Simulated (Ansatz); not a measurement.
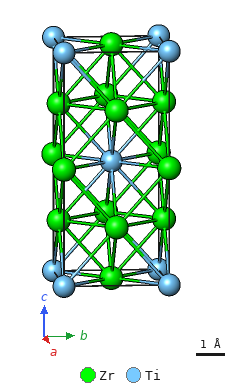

Starting structure of solid Zr3Ti (built on the TiAl3 (D0_22)_139 type) (coarse preliminary run). Style: ball-and-stick. Shown: the conventional cell (2 times the calculation's cell), from a free direction. Lengths and directions refer to the drawn axes.

Case: TiAl3 (D0_22) type (I4/mmm, No. 139).

Computed with DFT PBE, scalar-relativistic, plane waves, PAW in Ansatz.

The input:
```yaml
crystal:
  lattice:
    - [-1.9229521251, 1.9229521251, 4.2954255263]
    - [1.9229521251, -1.9229521251, 4.2954255263]
    - [1.9229521251, 1.9229521251, -4.2954255263]
  atoms:
    - { symbol: Zr, position: [0.5, 0.5, 0.0] }
    - { symbol: Zr, position: [0.25, 0.75, 0.5] }
    - { symbol: Zr, position: [0.75, 0.25, 0.5] }
    - { symbol: Ti, position: [0.0, 0.0, 0.0] }
basis:
  ecutwfc: 420
kpoints:
  mp_grid: { grid: [6, 6, 6] }
hamiltonian:
  xc: pbe
scf:
  occupations: { method: gaussian, width: 0.1 }
  lower_state_search: "off"
output:
  forces: true
  stress: true
  eigenvalues: true
relax:
  adjacent_minimum: "off"
  f_tol: 0.04
  max_steps: 70
  cell: { stress_tol: 0.4 }
```

Launched with:
```bash
ansatz run input.yaml --threads 1 --pin off --max-ram 2560MiB --backend cpu --events-out ev --progress --plain --runs-dir out
```

Question: What does the optimiser find from here?

Answer: The energy falls by 2.882 eV per cell of the calculation in 6 accepted moves (8 points after the start). All forces vanish by symmetry, so only the cell relaxes. The pressure goes from 47.60 to 0.01 GPa. The SCF was repeated twice at an unchanged geometry on a basis and grid sized afresh for the cell, which shifted the energy by 31.4 meV per cell of the calculation at most. The atoms keep their places relative to the cell (all moves are under 0.005 Å). Cell: a = b 3.846 → 4.421 Å (+15.0 %), c 8.591 → 8.898 Å (+3.6 %). Volume +36.9 %. Among the contacts that change: Zr1–Ti4 2.719 → 3.126 Å, Zr2–Zr3 2.719 → 3.126 Å, Zr2–Ti4 2.883 → 3.136 Å, Zr1–Zr2 2.883 → 3.136 Å. The space group stays I4/mmm (No. 139). Cost: 41 s on 1 thread of Intel(R) Xeon(R) Platinum 8488C (Sapphire Rapids), on a shared host, peak memory 0.47 GiB.

The structure at the end:

```
CELL_PARAMETERS angstrom
-2.21047 2.21047 4.44876
2.21047 -2.21047 4.44876
2.21047 2.21047 -4.44876
ATOMIC_POSITIONS crystal
Zr 0.50000 0.50000 0.00000
Zr 0.25000 0.75000 0.50000
Zr 0.75000 0.25000 0.50000
Ti 0.00000 0.00000 0.00000
```

After the run, drawn alike:

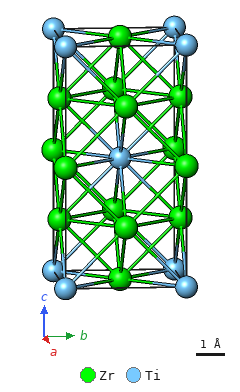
